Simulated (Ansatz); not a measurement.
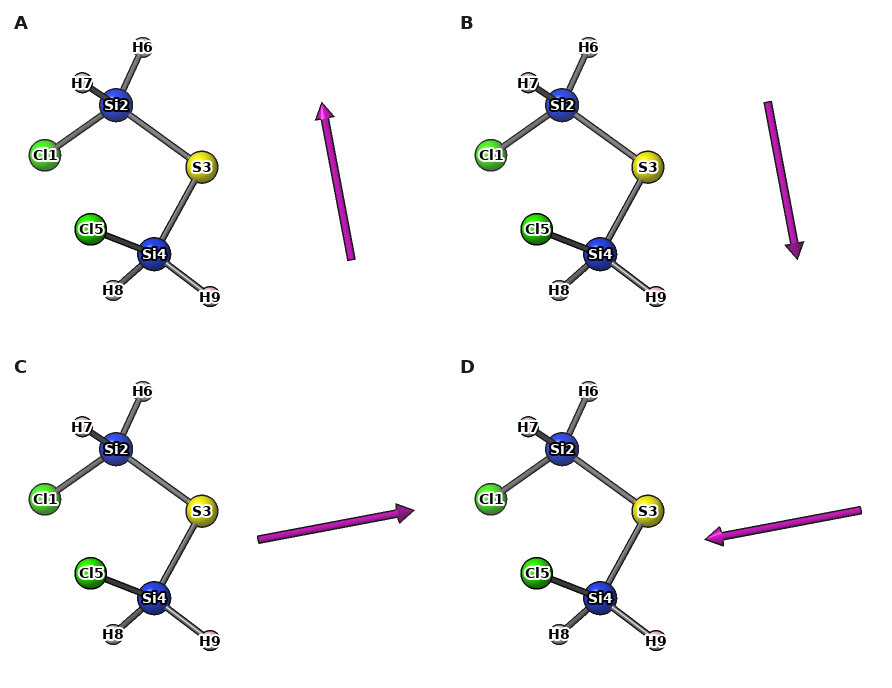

The same molecule four times, each with an arrow. Computed geometry: PBE0-D4/def2-TZVP optimisation. No frequency run is at hand to confirm it as a minimum. Method: RKS B3LYP-D4/def2-TZVPP (Ansatz 0.2.0).

Which arrow points along the dipole moment, from the negative to the positive end?

C. The dipole moment is 0.59 D; it points from the side of Cl1, Cl5 to the side of S3 (the outermost atoms at the two ends).
